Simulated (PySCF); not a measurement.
C$_{5}$H$_{11}$BN$_{2}$

Input

```
{"job": {"kind": "nmr", "xc": "PBE0", "basis": "pcSseg-1"}, "charge": 0, "multiplicity": 1}
C     -0.597751     2.312056    -0.501955
N      0.233004     1.575127    -0.828888
B      0.794727     0.139256    -0.657960
C      1.908857     0.281064     0.488178
C      2.185874    -0.645665     1.389454
N     -0.438080    -0.611892    -0.273654
C     -1.152106    -0.178514     0.878803
C     -1.314453    -1.072434    -1.321109
H     -1.302363     3.062175    -0.278319
H      1.240980    -0.189015    -1.706422
H      2.510618     1.185736     0.487772
H      2.977228    -0.538746     2.118290
H      1.631474    -1.569696     1.430337
H     -1.933766    -0.891026     1.146335
H     -0.467065    -0.058167     1.715627
H     -1.645773     0.813400     0.702820
H     -1.967540    -0.271839    -1.705225
H     -0.719157    -1.456528    -2.145311
H     -1.954510    -1.876041    -0.946234
```

Launched as:

```sh
OMP_NUM_THREADS=1 python probes_run.py task.json out
```

Geometry: GFN2-xTB.

Theory: PBE0/pcSseg-1, SCF density, gas phase, non-relativistic (PySCF).

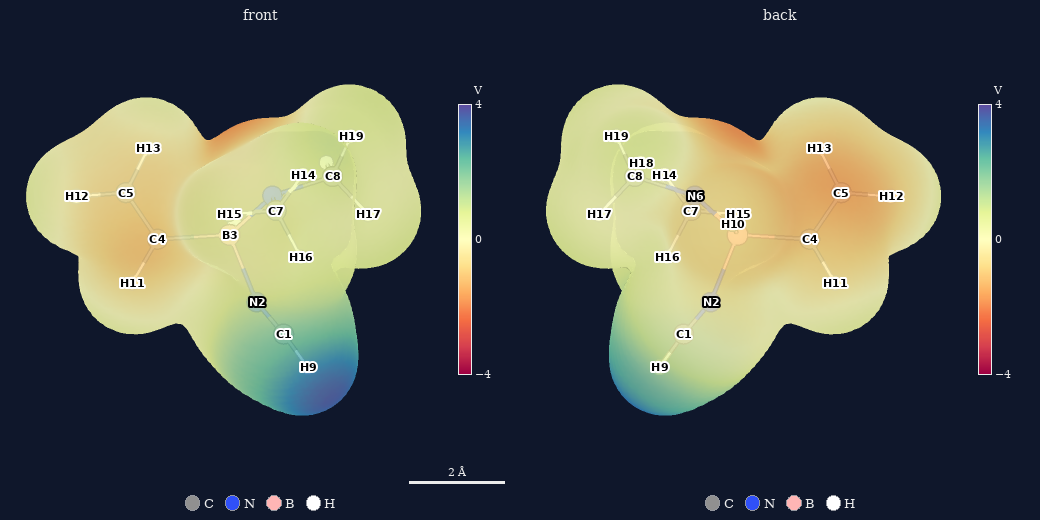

Figure 1. The electrostatic potential painted on the density surface at 0.004 e/bohr³, seen from the front and from behind; the colour scale runs from red (negative) to blue (positive).

Where is the surface potential most negative and most positive?

The most negative region (about −1.7 V) lies over N6, the most positive (about +3.7 V) over H9. N6 is the likeliest acceptor of a hydrogen bond.

How polar is the molecule by this calculation?

Its dipole moment is 5.03 D.

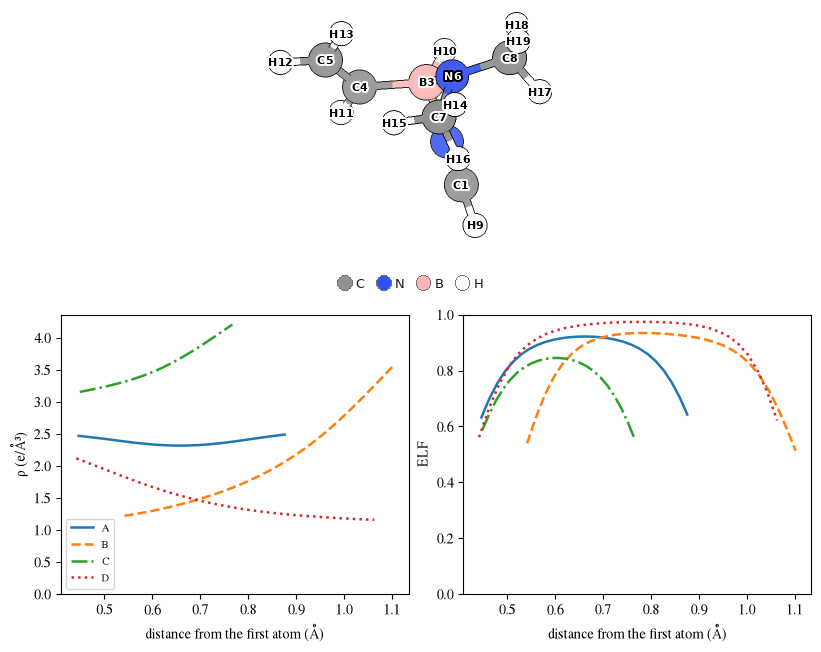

Figure 2. Electron density and electron localisation function along straight lines between neighbouring atoms. The curves leave out the atomic cores. The structure is drawn too.

Which curve belongs to which contact (B–N, C–B, C–C and C–N)? The first atom named is at distance zero.

Curve A: C–C (1.32 Å): ρ is about 2.3 e/Å³ halfway; the ELF peaks at about 0.90 between the atoms: a multiple bond. Curve B: B–N (1.49 Å): ρ at the midpoint is about 1.6 e/Å³; the ELF peaks at about 0.95 between the atoms: a polar covalent bond. Curve C: C–N (1.16 Å): the density is about 3.4 e/Å³ at the midpoint; the ELF peaks at about 0.85 between the atoms; a short, multiple covalent bond. Curve D: C–B (1.60 Å): the density is about 1.3 e/Å³ at the midpoint; the ELF peaks at about 1 between the atoms (a shared electron pair).
